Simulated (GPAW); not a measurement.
AlNH4: geometry relaxation (part 3 of 5)

The same run, continued: AlNH4, SMILES [NH2][AlH2]; WC/plane waves, scalar-relativistic datasets (GPAW 26.7.0). The atoms were displaced at random from an optimised geometry.

Geometry of the input (Å):
```
N  0.0089  -0.8625  -0.0200
Al 0.0942  0.6328  -0.1213
H  0.6953  -1.6733  -0.5496
H  -0.4576  -1.3653  0.7001
H  0.1498  1.6661  -1.6594
H  -0.2809  1.5941  1.0061
```

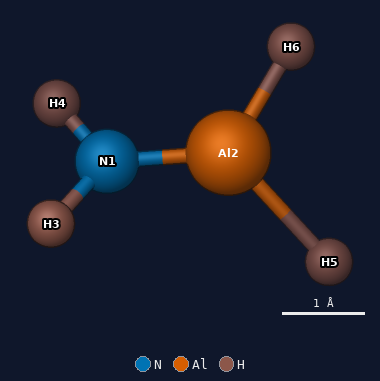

The input geometry (ball-and-stick view, seen at a tilt; atoms are numbered from 1 in the order of the input). Sticks mark near contacts.

Log, continued:
```
SCF iterations
|iter     |     time |      energy | eigst |  dens |
|---------|----------|-------------|-------|-------|
|iter:   1| 00:02:31 |  -22.579687c| -3.70 |       |
|iter:   2| 00:02:32 |  -22.579599c| -5.38 | -2.62 |
|iter:   3| 00:02:33 |  -22.579354c| -4.47 | -2.68 |
|iter:   4| 00:02:34 |  -22.579324c| -5.74 | -3.06 |
|iter:   5| 00:02:34 |  -22.579317c| -6.15 | -3.33 |
|iter:   6| 00:02:35 |  -22.579317c| -7.53c| -3.92 |
|iter:   7| 00:02:36 |  -22.579317c| -7.86c| -4.37c|

Converged in 7 steps
SCF loop duration: 5.188 s (0.741 s/step)
Energy contributions relative to reference atoms: (reference = -8125.528017)

Energy contributions:
  Kinetic:           9.304692
  Coulomb:          -9.654940
  Zero:              0.000245
  External:          0.000000
  Xc:              -22.229314
  Entropy:           0.000000
  Spinorbit:         0.000000
  ----------------------------
  Free energy:     -22.579317
  Extrapolated:    -22.579317

dipole moment: (0.035505, -0.223608, 0.023060)  # |e|*Ang

Fermi level: -3.718
Eigenvalues  # (at kpt = [0.000, 0.000, 0.000])
| band index |      eig [eV] | occ [0-2] |
|------------|---------------|-----------|
|          0 |       -20.774 |     2.000 |
|          1 |       -11.278 |     2.000 |
|          2 |       -10.554 |     2.000 |
|          3 |        -8.122 |     2.000 |
|          4 |        -6.936 |     2.000 |
|          5 |        -6.036 |     2.000 |
|          6 |        -1.400 |     0.000 |
|          7 |        -0.763 |     0.000 |
|          8 |        -0.058 |     0.000 |
|          9 |         0.172 |     0.000 |
|         10 |         0.428 |     0.000 |
|         11 |         0.513 |     0.000 |

Gap: 4.637 eV
Transition (v -> c):
  (s=0, k=0, n=5, [0.00, 0.00, 0.00]) -> (s=0, k=0, n=6, [0.00, 0.00, 0.00])
No difference between direct/indirect transitions
vacuum-level: 0.125  # V

Forces  # eV/Ang
|        x |        y |        z |
|----------|----------|----------|
|  0.09814 | -0.02765 | -0.10283 |  # N    0
| -0.05494 | -0.04070 |  0.02859 |  # Al   1
| -0.02044 |  0.04173 |  0.03399 |  # H    2
|  0.00350 | -0.01156 | -0.01766 |  # H    3
|  0.00197 |  0.00501 |  0.04667 |  # H    4
|  0.04065 | -0.00280 | -0.07602 |  # H    5

Force computation time: 0.369  # s
LBFGS:   22 00:02:36      -22.579317        0.144815
          .---------------------------------.
         /|                                 |
        / |                                 |
       /  |                                 |
      /   |                                 |
     /    |                                 |
    /     |                                 |
   /      |                                 |
  /       |                                 |
 *        |                                 |
 |        |           H                     |
 |        |                                 |
 |        |            Al                   |
 |        |          HN                     |
 |        |             H                   |
 |        |           H                     |
 |        |                                 |
 |        .---------------------------------.
 |       /                                 /
 |      /                                 /
 |     /                                 /
 |    /                                 /
 |   /                                 /
 |  /                                 /
 | /                                 /
 |/                                 /
 *---------------------------------*

Atoms  # Å, Bohr magnetons
|   | symbol |        x |        y |        z |    initial magnetic moments |
|---|--------|----------|----------|----------|-----------------------------|
| 0 |      N | 6.988618 | 6.081953 | 7.255767 | ( 0.0000,  0.0000,  0.0000) |
| 1 |     Al | 6.902841 | 7.863308 | 7.104724 | ( 0.0000,  0.0000,  0.0000) |
| 2 |      H | 7.317235 | 5.407156 | 6.529730 | ( 0.0000,  0.0000,  0.0000) |
| 3 |      H | 6.770328 | 5.553097 | 8.130037 | ( 0.0000,  0.0000,  0.0000) |
| 4 |      H | 7.285040 | 8.497943 | 5.692561 | ( 0.0000,  0.0000,  0.0000) |
| 5 |      H | 6.403418 | 8.653329 | 8.396313 | ( 0.0000,  0.0000,  0.0000) |

Unit cell  # Å
| periodic |         x |         y |         z |   lengths |    angles |
|----------|-----------|-----------|-----------|-----------|-----------|
|       no | 14.000000 |  0.000000 |  0.000000 | 14.000000 | 90.000000 |
|       no |  0.000000 | 14.000000 |  0.000000 | 14.000000 | 90.000000 |
|       no |  0.000000 |  0.000000 | 14.000000 | 14.000000 | 90.000000 |

Initialization done in: 0.789 s

convergence criteria:
- Maximum [total energy] change in last 3 cyles: 0.0005 eV / valence electron
- Maximum integral of absolute [dens]ity change: 0.0001 electrons / valence electron
- Maximum integral of absolute [eigenst]ate change: 4e-08 eV^2 / valence electron
maximum number of iterations: 100

SCF iterations
|iter     |     time |      energy | eigst |  dens |
|---------|----------|-------------|-------|-------|
|iter:   1| 00:02:37 |  -22.580025c| -3.36 |       |
|iter:   2| 00:02:38 |  -22.580011c| -5.13 | -2.64 |
|iter:   3| 00:02:39 |  -22.579904c| -5.17 | -2.67 |
|iter:   4| 00:02:40 |  -22.579883c| -5.63 | -3.00 |
|iter:   5| 00:02:41 |  -22.579883c| -6.49 | -3.49 |
|iter:   6| 00:02:42 |  -22.579883c| -7.73c| -3.88 |
|iter:   7| 00:02:42 |  -22.579883c| -8.30c| -4.59c|

Converged in 7 steps
SCF loop duration: 5.190 s (0.741 s/step)
Energy contributions relative to reference atoms: (reference = -8125.528017)

Energy contributions:
  Kinetic:           9.361072
  Coulomb:          -9.695738
  Zero:             -0.000513
  External:          0.000000
  Xc:              -22.244703
  Entropy:           0.000000
  Spinorbit:         0.000000
  ----------------------------
  Free energy:     -22.579883
  Extrapolated:    -22.579883

dipole moment: (0.035375, -0.225978, 0.025683)  # |e|*Ang

Fermi level: -3.718
Eigenvalues  # (at kpt = [0.000, 0.000, 0.000])
| band index |      eig [eV] | occ [0-2] |
|------------|---------------|-----------|
|          0 |       -20.775 |     2.000 |
|          1 |       -11.272 |     2.000 |
|          2 |       -10.558 |     2.000 |
|          3 |        -8.132 |     2.000 |
|          4 |        -6.933 |     2.000 |
|          5 |        -6.036 |     2.000 |
|          6 |        -1.400 |     0.000 |
|          7 |        -0.767 |     0.000 |
|          8 |        -0.058 |     0.000 |
|          9 |         0.192 |     0.000 |
|         10 |         0.428 |     0.000 |
|         11 |         0.512 |     0.000 |

Gap: 4.635 eV
Transition (v -> c):
  (s=0, k=0, n=5, [0.00, 0.00, 0.00]) -> (s=0, k=0, n=6, [0.00, 0.00, 0.00])
No difference between direct/indirect transitions
vacuum-level: 0.125  # V

Forces  # eV/Ang
|        x |        y |        z |
|----------|----------|----------|
|  0.08257 |  0.00079 | -0.05744 |  # N    0
| -0.03963 | -0.07541 | -0.01866 |  # Al   1
| -0.01610 |  0.04028 |  0.00805 |  # H    2
|  0.00897 |  0.00255 | -0.02409 |  # H    3
|  0.00929 | -0.00287 |  0.03966 |  # H    4
|  0.02169 |  0.00907 | -0.02757 |  # H    5

Force computation time: 0.357  # s
LBFGS:   23 00:02:43      -22.579883        0.100589
          .---------------------------------.
         /|                                 |
        / |                                 |
       /  |                                 |
      /   |                                 |
     /    |                                 |
    /     |                                 |
   /      |                                 |
  /       |                                 |
 *        |                                 |
 |        |           H                     |
 |        |                                 |
 |        |            Al                   |
 |        |          HN                     |
 |        |             H                   |
 |        |           H                     |
 |        |                                 |
 |        .---------------------------------.
 |       /                                 /
 |      /                                 /
 |     /                                 /
 |    /                                 /
 |   /                                 /
 |  /                                 /
 | /                                 /
 |/                                 /
 *---------------------------------*

Atoms  # Å, Bohr magnetons
|   | symbol |        x |        y |        z |    initial magnetic moments |
|---|--------|----------|----------|----------|-----------------------------|
| 0 |      N | 6.991665 | 6.080912 | 7.254152 | ( 0.0000,  0.0000,  0.0000) |
| 1 |     Al | 6.900545 | 7.861861 | 7.105275 | ( 0.0000,  0.0000,  0.0000) |
| 2 |      H | 7.316950 | 5.406081 | 6.526523 | ( 0.0000,  0.0000,  0.0000) |
| 3 |      H | 6.772263 | 5.551908 | 8.129279 | ( 0.0000,  0.0000,  0.0000) |
| 4 |      H | 7.285946 | 8.498684 | 5.694747 | ( 0.0000,  0.0000,  0.0000) |
| 5 |      H | 6.404172 | 8.654681 | 8.392997 | ( 0.0000,  0.0000,  0.0000) |

Unit cell  # Å
| periodic |         x |         y |         z |   lengths |    angles |
|----------|-----------|-----------|-----------|-----------|-----------|
|       no | 14.000000 |  0.000000 |  0.000000 | 14.000000 | 90.000000 |
|       no |  0.000000 | 14.000000 |  0.000000 | 14.000000 | 90.000000 |
|       no |  0.000000 |  0.000000 | 14.000000 | 14.000000 | 90.000000 |

Initialization done in: 0.768 s

convergence criteria:
- Maximum [total energy] change in last 3 cyles: 0.0005 eV / valence electron
- Maximum integral of absolute [dens]ity change: 0.0001 electrons / valence electron
- Maximum integral of absolute [eigenst]ate change: 4e-08 eV^2 / valence electron
maximum number of iterations: 100

SCF iterations
|iter     |     time |      energy | eigst |  dens |
|---------|----------|-------------|-------|-------|
|iter:   1| 00:02:44 |  -22.580474c| -3.96 |       |
|iter:   2| 00:02:45 |  -22.580467c| -5.70 | -2.93 |
|iter:   3| 00:02:45 |  -22.580430c| -5.40 | -2.97 |
|iter:   4| 00:02:46 |  -22.580426c| -6.15 | -3.33 |
|iter:   5| 00:02:47 |  -22.580425c| -7.21 | -3.66 |
|iter:   6| 00:02:48 |  -22.580425c| -8.08c| -4.07c|

Converged in 6 steps
SCF loop duration: 4.291 s (0.715 s/step)
Energy contributions relative to reference atoms: (reference = -8125.528017)

Energy contributions:
  Kinetic:           9.402692
  Coulomb:          -9.730807
  Zero:             -0.001258
  External:          0.000000
  Xc:              -22.251053
  Entropy:           0.000000
  Spinorbit:         0.000000
  ----------------------------
  Free energy:     -22.580425
  Extrapolated:    -22.580425

dipole moment: (0.031419, -0.227792, 0.027327)  # |e|*Ang

Fermi level: -3.717
Eigenvalues  # (at kpt = [0.000, 0.000, 0.000])
| band index |      eig [eV] | occ [0-2] |
|------------|---------------|-----------|
|          0 |       -20.773 |     2.000 |
|          1 |       -11.274 |     2.000 |
|          2 |       -10.557 |     2.000 |
|          3 |        -8.135 |     2.000 |
|          4 |        -6.931 |     2.000 |
|          5 |        -6.037 |     2.000 |
|          6 |        -1.398 |     0.000 |
|          7 |        -0.771 |     0.000 |
|          8 |        -0.058 |     0.000 |
|          9 |         0.202 |     0.000 |
|         10 |         0.427 |     0.000 |
|         11 |         0.512 |     0.000 |

Gap: 4.639 eV
Transition (v -> c):
  (s=0, k=0, n=5, [0.00, 0.00, 0.00]) -> (s=0, k=0, n=6, [0.00, 0.00, 0.00])
No difference between direct/indirect transitions
vacuum-level: 0.125  # V

Forces  # eV/Ang
|        x |        y |        z |
|----------|----------|----------|
|  0.05028 | -0.01541 | -0.01289 |  # N    0
| -0.01491 | -0.07512 | -0.05863 |  # Al   1
| -0.01721 |  0.04349 |  0.01461 |  # H    2
|  0.01783 |  0.01406 | -0.06026 |  # H    3
|  0.00532 | -0.00558 |  0.03786 |  # H    4
|  0.00747 |  0.01669 |  0.00423 |  # H    5

Force computation time: 0.354  # s
LBFGS:   24 00:02:48      -22.580425        0.096454
          .---------------------------------.
         /|                                 |
        / |                                 |
       /  |                                 |
      /   |                                 |
     /    |                                 |
    /     |                                 |
   /      |                                 |
  /       |                                 |
 *        |                                 |
 |        |           H                     |
 |        |                                 |
 |        |            Al                   |
 |        |          HN                     |
 |        |             H                   |
 |        |           H                     |
 |        |                                 |
 |        .---------------------------------.
 |       /                                 /
 |      /                                 /
 |     /                                 /
 |    /                                 /
 |   /                                 /
 |  /                                 /
 | /                                 /
 |/                                 /
 *---------------------------------*

Atoms  # Å, Bohr magnetons
|   | symbol |        x |        y |        z |    initial magnetic moments |
|---|--------|----------|----------|----------|-----------------------------|
| 0 |      N | 6.996677 | 6.079228 | 7.251716 | ( 0.0000,  0.0000,  0.0000) |
| 1 |     Al | 6.897016 | 7.858856 | 7.104907 | ( 0.0000,  0.0000,  0.0000) |
| 2 |      H | 7.314222 | 5.405930 | 6.520740 | ( 0.0000,  0.0000,  0.0000) |
| 3 |      H | 6.778278 | 5.549847 | 8.127104 | ( 0.0000,  0.0000,  0.0000) |
| 4 |      H | 7.289080 | 8.498933 | 5.698092 | ( 0.0000,  0.0000,  0.0000) |
| 5 |      H | 6.403701 | 8.657348 | 8.388680 | ( 0.0000,  0.0000,  0.0000) |

Unit cell  # Å
| periodic |         x |         y |         z |   lengths |    angles |
|----------|-----------|-----------|-----------|-----------|-----------|
|       no | 14.000000 |  0.000000 |  0.000000 | 14.000000 | 90.000000 |
|       no |  0.000000 | 14.000000 |  0.000000 | 14.000000 | 90.000000 |
|       no |  0.000000 |  0.000000 | 14.000000 | 14.000000 | 90.000000 |

Initialization done in: 0.757 s

convergence criteria:
- Maximum [total energy] change in last 3 cyles: 0.0005 eV / valence electron
- Maximum integral of absolute [dens]ity change: 0.0001 electrons / valence electron
- Maximum integral of absolute [eigenst]ate change: 4e-08 eV^2 / valence electron
maximum number of iterations: 100

SCF iterations
|iter     |     time |      energy | eigst |  dens |
|---------|----------|-------------|-------|-------|
|iter:   1| 00:02:49 |  -22.581125c| -3.33 |       |
|iter:   2| 00:02:50 |  -22.581124c| -5.07 | -2.75 |
|iter:   3| 00:02:51 |  -22.581068c| -5.52 | -2.78 |
|iter:   4| 00:02:52 |  -22.581055c| -5.82 | -3.05 |
|iter:   5| 00:02:53 |  -22.581055c| -6.81 | -3.67 |
|iter:   6| 00:02:53 |  -22.581055c| -7.59c| -4.10c|

Converged in 6 steps
SCF loop duration: 4.376 s (0.729 s/step)
Energy contributions relative to reference atoms: (reference = -8125.528017)

Energy contributions:
  Kinetic:           9.531486
  Coulomb:          -9.829075
  Zero:             -0.002202
  External:          0.000000
  Xc:              -22.281264
  Entropy:           0.000000
  Spinorbit:         0.000000
  ----------------------------
  Free energy:     -22.581055
  Extrapolated:    -22.581055

dipole moment: (0.025349, -0.231502, 0.028029)  # |e|*Ang

Fermi level: -3.718
Eigenvalues  # (at kpt = [0.000, 0.000, 0.000])
| band index |      eig [eV] | occ [0-2] |
|------------|---------------|-----------|
|          0 |       -20.781 |     2.000 |
|          1 |       -11.288 |     2.000 |
|          2 |       -10.559 |     2.000 |
|          3 |        -8.138 |     2.000 |
|          4 |        -6.925 |     2.000 |
|          5 |        -6.043 |     2.000 |
|          6 |        -1.394 |     0.000 |
|          7 |        -0.773 |     0.000 |
|          8 |        -0.057 |     0.000 |
|          9 |         0.214 |     0.000 |
|         10 |         0.427 |     0.000 |
|         11 |         0.512 |     0.000 |

Gap: 4.649 eV
Transition (v -> c):
  (s=0, k=0, n=5, [0.00, 0.00, 0.00]) -> (s=0, k=0, n=6, [0.00, 0.00, 0.00])
No difference between direct/indirect transitions
vacuum-level: 0.125  # V

Forces  # eV/Ang
|        x |        y |        z |
|----------|----------|----------|
| -0.00222 |  0.00057 |  0.04177 |  # N    0
|  0.00957 | -0.04755 | -0.07988 |  # Al   1
| -0.00320 |  0.01816 | -0.00667 |  # H    2
|  0.01788 |  0.00889 | -0.07270 |  # H    3
| -0.00081 | -0.00730 |  0.02736 |  # H    4
| -0.00270 |  0.01230 |  0.02374 |  # H    5
```
